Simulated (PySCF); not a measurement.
# Solver options tried on PF (triplet)

Aim: find out which solver settings change the answer for PF (triplet).

Program: PySCF 2.14.0. Level of theory: each script names its method and basis. These are calculated values, not measurements.

1 further run of the same task is left out (it didn't finish).

## Step 1: The system as given

PF (triplet): 2 atoms, charge 0, spin multiplicity 3.

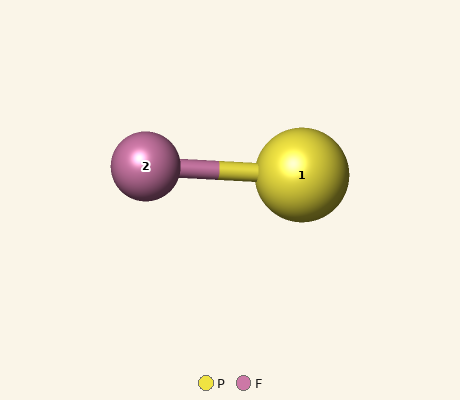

Start geometry, drawn with phosphorus yellow, fluorine pink; atoms are numbered from 1 in the order of the file.

## Step 2: The base run

Contents of input.py:

```python
from pyscf import gto, scf

mol = gto.M(
    atom='P 0 0 0; F 0 0 1.68',
    basis='cc-pvdz',
    charge=0,
    spin=2,
    verbose=4,
)
mf = scf.UHF(mol)
mf.kernel()
mf.dip_moment()
print('orbital energies (hartree):', [e[max(0, n-3):n+3].round(4) for e, n in zip(mf.mo_energy, mol.nelec)])
```

Command:

```sh
OMP_NUM_THREADS=1 python input.py
```

The log of this run is left out.

Base result: E(SCF) = -440.162837 Eh, 11 cycles, ⟨S²⟩ = 2.027, μ = 1.92 D.

The bond length is a typed value, not an optimised one. The triplet is typed in the script; nothing here shows that it is the ground state.

## Step 3: Initial guess chk

Run 1 changes initial guess: minao → chk.

Edit input.py of step 2 so:

```diff
@@ -10,2 +10,3 @@
 mf = scf.UHF(mol)
+mf.init_guess = 'chk'
 mf.kernel()
```

Command:

```sh
OMP_NUM_THREADS=1 python input.py
```

What it wrote:

```text
PySCF version 2.14.0

[INPUT] verbose = 4
[INPUT] num. atoms = 2
[INPUT] num. electrons = 24
[INPUT] charge = 0
[INPUT] spin (= nelec alpha-beta = 2S) = 2
[INPUT] symmetry False subgroup None
[INPUT] Mole.unit = angstrom
[INPUT] Symbol           X                Y                Z      unit          X                Y                Z       unit  Magmom
[INPUT]  1 P      0.000000000000   0.000000000000   0.000000000000 AA    0.000000000000   0.000000000000   0.000000000000 Bohr   0.0
[INPUT]  2 F      0.000000000000   0.000000000000   1.680000000000 AA    0.000000000000   0.000000000000   3.174739889269 Bohr   0.0

nuclear repulsion = 42.5231687346429
number of shells = 10
number of NR pGTOs = 67
number of NR cGTOs = 32
basis = cc-pvdz
ecp = {}

******** <class 'pyscf.scf.uhf.UHF'> ********
method = UHF
initial guess = chk
damping factor = 0
level_shift factor = 0
DIIS = <class 'pyscf.scf.diis.CDIIS'>
diis_start_cycle = 1
diis_space = 8
diis_damp = 0
SCF conv_tol = 1e-09
SCF conv_tol_grad = None
SCF max_cycles = 50
direct_scf = True
direct_scf_tol = 1e-13
number electrons alpha = 13  beta = 11
Set gradient conv threshold to 3.16228e-05

init E= -439.89182205958
[... the frontier-level lines of each cycle are left out ...]

cycle= 1 E= -440.109340954398  delta_E= -0.218  |g|= 0.324  |ddm|= 0.996
cycle= 2 E= -440.145442791963  delta_E= -0.0361  |g|= 0.213  |ddm|= 0.372
cycle= 3 E= -440.161104258254  delta_E= -0.0157  |g|= 0.0331  |ddm|= 0.116
cycle= 4 E= -440.16233311775  delta_E= -0.00123  |g|= 0.0131  |ddm|= 0.0435
cycle= 5 E= -440.162711601929  delta_E= -0.000378  |g|= 0.00594  |ddm|= 0.0273
cycle= 6 E= -440.162821698757  delta_E= -0.00011  |g|= 0.00206  |ddm|= 0.0179
cycle= 7 E= -440.162834139408  delta_E= -1.24e-05  |g|= 0.000913  |ddm|= 0.00631
cycle= 8 E= -440.162836310017  delta_E= -2.17e-06  |g|= 0.000422  |ddm|= 0.00257
cycle= 9 E= -440.162836766158  delta_E= -4.56e-07  |g|= 0.000111  |ddm|= 0.0013
cycle= 10 E= -440.162836789232  delta_E= -2.31e-08  |g|= 1.64e-05  |ddm|= 0.000342
cycle= 11 E= -440.16283678957  delta_E= -3.37e-10  |g|= 3.58e-06  |ddm|= 4.14e-05
Extra cycle  E= -440.162836789584  delta_E= -1.38e-11  |g|= 1.79e-06  |ddm|= 3.81e-06
converged SCF energy = -440.162836789584  <S^2> = 2.0269145  2S+1 = 3.0178897
Dipole moment(X, Y, Z, Debye):  0.00000, -0.00000, -1.91920
orbital energies (hartree): [array([-0.6088, -0.387 , -0.387 ,  0.1193,  0.4798,  0.5415]), array([-0.6269, -0.6269, -0.5215,  0.0556,  0.0556,  0.1629])]
```

Run time: 0.77 s. Hardware: 1 thread of Arm Neoverse V1, shared host.

This run: E(SCF) = -440.162837 Eh (no change), 11 cycles, ⟨S²⟩ = 2.027, μ = 1.92 D.

## Step 4: DIIS space 2

Run 2 changes DIIS space: default → 2.

Edit input.py of step 2 so:

```diff
@@ -10,2 +10,3 @@
 mf = scf.UHF(mol)
+mf.diis_space = 2
 mf.kernel()
```

Command:

```sh
OMP_NUM_THREADS=1 python input.py
```

What it wrote:

```text
PySCF version 2.14.0

[INPUT] verbose = 4
[INPUT] num. atoms = 2
[INPUT] num. electrons = 24
[INPUT] charge = 0
[INPUT] spin (= nelec alpha-beta = 2S) = 2
[INPUT] symmetry False subgroup None
[INPUT] Mole.unit = angstrom
[INPUT] Symbol           X                Y                Z      unit          X                Y                Z       unit  Magmom
[INPUT]  1 P      0.000000000000   0.000000000000   0.000000000000 AA    0.000000000000   0.000000000000   0.000000000000 Bohr   0.0
[INPUT]  2 F      0.000000000000   0.000000000000   1.680000000000 AA    0.000000000000   0.000000000000   3.174739889269 Bohr   0.0

nuclear repulsion = 42.5231687346429
number of shells = 10
number of NR pGTOs = 67
number of NR cGTOs = 32
basis = cc-pvdz
ecp = {}

******** <class 'pyscf.scf.uhf.UHF'> ********
method = UHF
initial guess = minao
damping factor = 0
level_shift factor = 0
DIIS = <class 'pyscf.scf.diis.CDIIS'>
diis_start_cycle = 1
diis_space = 2
diis_damp = 0
SCF conv_tol = 1e-09
SCF conv_tol_grad = None
SCF max_cycles = 50
direct_scf = True
direct_scf_tol = 1e-13
number electrons alpha = 13  beta = 11
Set gradient conv threshold to 3.16228e-05
init E= -439.89182205958
[... the frontier-level lines of each cycle are left out ...]

cycle= 1 E= -440.109340954398  delta_E= -0.218  |g|= 0.324  |ddm|= 0.996
cycle= 2 E= -440.145442791963  delta_E= -0.0361  |g|= 0.213  |ddm|= 0.372
cycle= 3 E= -440.161104258254  delta_E= -0.0157  |g|= 0.0331  |ddm|= 0.116
cycle= 4 E= -440.162235079599  delta_E= -0.00113  |g|= 0.0145  |ddm|= 0.0383
cycle= 5 E= -440.16265397493  delta_E= -0.000419  |g|= 0.00807  |ddm|= 0.0262
cycle= 6 E= -440.162791527268  delta_E= -0.000138  |g|= 0.0048  |ddm|= 0.0169
cycle= 7 E= -440.162807191179  delta_E= -1.57e-05  |g|= 0.00312  |ddm|= 0.00356
cycle= 8 E= -440.162821112625  delta_E= -1.39e-05  |g|= 0.00202  |ddm|= 0.0035
cycle= 9 E= -440.162830510074  delta_E= -9.4e-06  |g|= 0.00137  |ddm|= 0.00356
cycle= 10 E= -440.162834869021  delta_E= -4.36e-06  |g|= 0.000904  |ddm|= 0.0029
cycle= 11 E= -440.162835487024  delta_E= -6.18e-07  |g|= 0.000634  |ddm|= 0.000676
cycle= 12 E= -440.162836040316  delta_E= -5.53e-07  |g|= 0.000443  |ddm|= 0.000687
cycle= 13 E= -440.162836462738  delta_E= -4.22e-07  |g|= 0.000313  |ddm|= 0.000748
cycle= 14 E= -440.162836688664  delta_E= -2.26e-07  |g|= 0.00021  |ddm|= 0.000665
cycle= 15 E= -440.162836721412  delta_E= -3.27e-08  |g|= 0.00015  |ddm|= 0.000159
cycle= 16 E= -440.162836749386  delta_E= -2.8e-08  |g|= 0.000106  |ddm|= 0.000151
cycle= 17 E= -440.162836770968  delta_E= -2.16e-08  |g|= 7.57e-05  |ddm|= 0.000163
cycle= 18 E= -440.162836783862  delta_E= -1.29e-08  |g|= 5.06e-05  |ddm|= 0.000158
cycle= 19 E= -440.162836785827  delta_E= -1.97e-09  |g|= 3.63e-05  |ddm|= 4e-05
cycle= 20 E= -440.162836787343  delta_E= -1.52e-09  |g|= 2.54e-05  |ddm|= 3.44e-05
cycle= 21 E= -440.162836788499  delta_E= -1.16e-09  |g|= 1.84e-05  |ddm|= 3.63e-05
cycle= 22 E= -440.162836789255  delta_E= -7.56e-10  |g|= 1.22e-05  |ddm|= 3.8e-05
Extra cycle  E= -440.162836789406  delta_E= -1.51e-10  |g|= 8.77e-06  |ddm|= 1.3e-05
converged SCF energy = -440.162836789406  <S^2> = 2.0269077  2S+1 = 3.0178852
Dipole moment(X, Y, Z, Debye): -0.00000,  0.00000, -1.91920
orbital energies (hartree): [array([-0.6088, -0.387 , -0.387 ,  0.1193,  0.4798,  0.5415]), array([-0.6269, -0.6269, -0.5215,  0.0556,  0.0556,  0.1629])]
```

Run time: 0.81 s. Hardware: 1 thread of Arm Neoverse V1, shared host.

This run: E(SCF) = -440.162837 Eh (no change), 22 cycles, ⟨S²⟩ = 2.027, μ = 1.92 D.

## Step 5: Side by side

```tsv
run	E(SCF) (hartree)	from base (eV)	cycles	gap, α spin (eV)	SCF dipole (D)
base	-440.162837	0	11	13.78	1.92
initial guess chk	-440.162837	0.0000	11	13.78	1.92
DIIS space 2	-440.162837	0.0000	22	13.78	1.92
```

Wall time on 1 thread of Arm Neoverse V1, shared host, start-up included: base 0.81 s; initial guess chk 0.77 s; DIIS space 2 0.81 s.

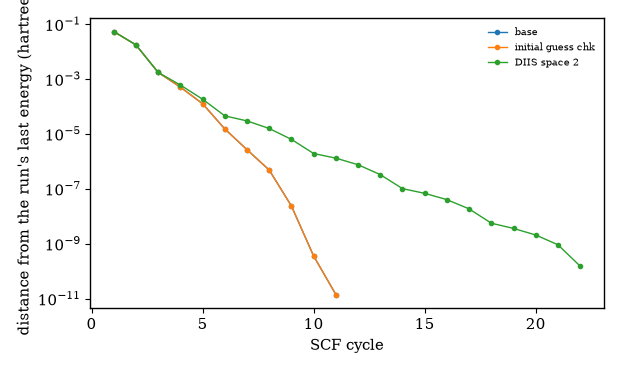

Convergence of the SCF energy, run by run.

What this shows: The SCF energy stays the same, to the digits that matter, with initial guess chk or DIIS space 2. PySCF falls back to minao for a guess that it doesn't know or can't read, so that run repeats the base. The base needs 11 cycles and the run with DIIS space 2 needs 22.
